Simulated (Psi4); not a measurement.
# CH5AlO (AlH2(OMe)) at B3LYP/aug-cc-pVDZ

What is the vertical ionisation energy of CH5AlO (AlH2(OMe)) at B3LYP/aug-cc-pVDZ? 

The calculation is run with Psi4 1.11.

3 further runs of the same task are left out: 3 set aside as unsound or not needed.

## 1. The structure to begin with

CH5AlO has 8 atoms, charge 0, and is taken as a singlet. As SMILES, `[H][Al]([H])[O]C`. The shape comes from GFN2-xTB, which is rough for such elements, and wasn't checked as a minimum.

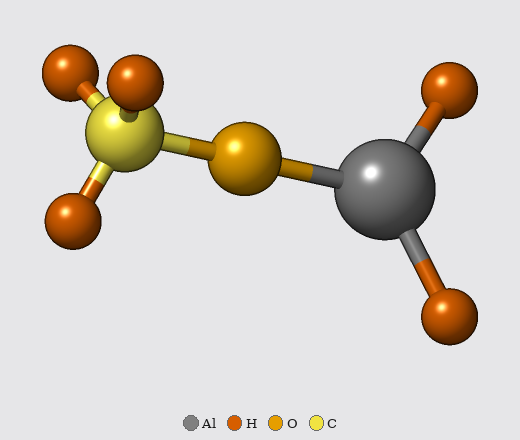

Viewed from a chosen angle; aluminium grey, hydrogen orange, oxygen amber, carbon yellow.

## 2. Energy and gradient at B3LYP/aug-cc-pVDZ

input.dat reads:

```
memory 1.6 GB

molecule {
  0 1
  Al     0.678800     1.296460     0.820380
  H      2.156100     1.245680     1.226460
  H     -0.185950     2.517190     1.153510
  O      0.014370     0.026590     0.019330
  C     -0.553050    -1.056190    -0.668220
  H     -1.326660    -0.698820    -1.350340
  H     -1.000100    -1.755910     0.041910
  H      0.216490    -1.575000    -1.243030
  symmetry c1
  no_reorient
  no_com
}

set {
  reference rks
  puream true
  e_convergence 1e-09
  d_convergence 1e-08
  scf_type pk
  dft_radial_points 99
  dft_spherical_points 590
}

result, w = gradient("b3lyp/aug-cc-pVDZ", return_wfn=True)
oeprop(w, "MAYER_INDICES", "DIPOLE", "WIBERG_LOWDIN_INDICES", title="B3LYP")
```

Run with:

```bash
$ psi4 -i input.dat -o output.dat -n 1
```

output.dat:

```text
[...]
  Running in c1 symmetry.
[...]
  Nuclear repulsion =  101.329557417419707
[...]
  Multiplicity = 1
[...]
  Nalpha       = 16
  Nbeta        = 16
[...]
    Number of basis functions: 118
[...]
   @RKS iter   1:  -358.48742744740611   -4.08946e-01   7.09765e-03 ADIIS/DIIS
[...]
   @RKS iter  10:  -358.81459435728482   -1.62004e-11   6.24818e-09 DIIS
[...]
    Orbital Energies [Eh]
    ---------------------
    Doubly Occupied:
       1A    -56.051951     2A    -19.130335     3A    -10.235633
       4A     -4.137396     5A     -2.694498     6A     -2.689406
       7A     -2.686538     8A     -0.996136     9A     -0.687020
      10A     -0.493899    11A     -0.450846    12A     -0.449980
      13A     -0.375227    14A     -0.319893    15A     -0.298997
      16A     -0.271546
[...]
  @RKS Final Energy:  -358.81459435728482
   => Energetics <=
    Nuclear Repulsion Energy =            101.3295574174197071
    One-Electron Energy =                -696.3440650205552629
    Two-Electron Energy =                 264.1519372213188035
    DFT Exchange-Correlation Energy =     -27.9520239754680375
    Empirical Dispersion Energy =           0.0000000000000000
    VV10 Nonlocal Energy =                  0.0000000000000000
    Total Energy =                       -358.8145943572848182
[...]
  -Total Gradient:
     Atom            X                  Y                   Z
    ------   -----------------  -----------------  -----------------
       1       -0.007237901003    -0.013648507832    -0.008592629736
       2       -0.015019586676     0.001814909232    -0.003482489831
       3        0.009901052196    -0.011768431320    -0.002732054529
       4        0.013818797395     0.026115505345     0.015569191347
       5       -0.005634590988    -0.010348075578    -0.006028195742
       6        0.004898097620    -0.000343256480     0.004107513077
       7        0.002375829211     0.003884957471    -0.002388913386
       8       -0.003099637378     0.004297042195     0.003550164152
[...]
 Multipole Moments:
 ------------------------------------------------------------------------------------
     Multipole            Electronic (a.u.)      Nuclear  (a.u.)        Total (a.u.)
 ------------------------------------------------------------------------------------
 L = 1.  Multiply by 2.5417464519 to convert [e a0] to [Debye]
 Dipole X            :        -10.5401190           10.3574755           -0.1826435
 Dipole Y            :        -20.1171695           19.7716375           -0.3455320
 Dipole Z            :        -12.7580712           12.5454571           -0.2126141
 Magnitude           :                                                    0.4449222
[...]
```

It took 32 s on 1 thread of INTEL XEON PLATINUM 8581C at 2.30GHz (Emerald Rapids), shared host; peak memory 0.8 GiB.

## 3. The doublet cation: a single-point energy at UB3LYP/aug-cc-pVDZ

calc.in reads:

```
memory 1.6 GB

molecule {
  1 2
  Al
  H 1 1.532937
  H 1 1.532628 2 120.83412
  O 1 1.641864 3 119.58735 2 179.9592
  C 4 1.402534 3 150.90434 1 -179.68754
  H 5 1.091546 4 109.89612 3 31.94954
  H 5 1.092587 6 109.01701 4 120.57702
  H 5 1.091679 6 109.03503 7 118.94751
  symmetry c1
}

set basis aug-cc-pVDZ
set reference uks
set puream true
set e_convergence 1e-09
set d_convergence 1e-08
set scf_type pk
set dft_radial_points 99
set dft_spherical_points 590
set maxiter 200

energy("b3lyp")
```

Run with:

```bash
$ psi4 calc.in calc.out -n 1
```

calc.out:

```text
[...]
  Running in c1 symmetry.
[...]
  Nuclear repulsion =  101.329574802961957
[...]
  Multiplicity = 2
[...]
  Nalpha       = 16
  Nbeta        = 15
[...]
    Number of basis functions: 118
[...]
   @UKS iter   1:  -358.12305902258981   -4.45771e-02   6.87325e-03 ADIIS/DIIS
[...]
   @UKS iter  14:  -358.45657248584541   -5.74119e-12   7.19687e-09 DIIS
[...]
   @S^2 Observed:                7.601601511E-01
[...]
    Orbital Energies [Eh]
    ---------------------
    Alpha Occupied:
       1A    -56.307224     2A    -19.440773     3A    -10.454431
       4A     -4.392449     5A     -2.948384     6A     -2.944852
       7A     -2.942430     8A     -1.286254     9A     -0.927308
      10A     -0.746692    11A     -0.706840    12A     -0.685134
      13A     -0.631474    14A     -0.584145    15A     -0.552382
      16A     -0.547268
    Alpha Virtual:
      17A     -0.244905    18A     -0.199340    19A     -0.155746
      20A     -0.137352    21A     -0.116637    22A     -0.111365
      23A     -0.097125    24A     -0.094427    25A     -0.082227
[...]
  @UKS Final Energy:  -358.45657248584541
   => Energetics <=
    Nuclear Repulsion Energy =            101.3295748029619574
    One-Electron Energy =                -688.3147920181112340
    Two-Electron Energy =                 256.2091808741584487
    DFT Exchange-Correlation Energy =     -27.6805361448545462
    Empirical Dispersion Energy =           0.0000000000000000
    VV10 Nonlocal Energy =                  0.0000000000000000
    Total Energy =                       -358.4565724858454132
[...]
 Multipole Moments:
 ------------------------------------------------------------------------------------
     Multipole            Electronic (a.u.)      Nuclear  (a.u.)        Total (a.u.)
 ------------------------------------------------------------------------------------
 L = 1.  Multiply by 2.5417464519 to convert [e a0] to [Debye]
 Dipole X            :          0.0405375            0.0064438            0.0469813
 Dipole Y            :          3.3227576           -3.2217423            0.1010153
 Dipole Z            :          1.8934293           -1.8307218            0.0627074
 Magnitude           :                                                    0.1278419
[...]
```

It took 38 s on 1 thread of INTEL XEON PLATINUM 8581C at 2.30GHz (Emerald Rapids), shared host; peak memory 0.8 GiB.

## 4. Results

At B3LYP/aug-cc-pVDZ:

```
                                          quantity          value
                      singlet CH5AlO: total energy  -358.81459 Eh
                     singlet CH5AlO: dipole moment         1.13 D
                       singlet CH5AlO: HOMO energy       -7.39 eV
                       singlet CH5AlO: LUMO energy       -1.13 eV
                     singlet CH5AlO: HOMO–LUMO gap        6.26 eV
          singlet CH5AlO: largest force on an atom     1.717 eV/Å
                      doublet cation: total energy  -358.45657 Eh
doublet cation: HOMO energy (highest over α and β)      -14.50 eV
 doublet cation: LUMO energy (lowest over α and β)      -12.12 eV
                              doublet cation: ⟨S²⟩          0.760
vertical ionisation energy (to the doublet cation)       9.742 eV
```

In words: Removing an electron at fixed nuclei costs 9.74 eV (940 kJ/mol). The largest force (singlet CH5AlO) is 1.72 eV/Å: the shape isn't a stationary point for this species at this level. The negative HOMO energy of the first species, 7.39 eV, lies 2.35 eV below that difference.
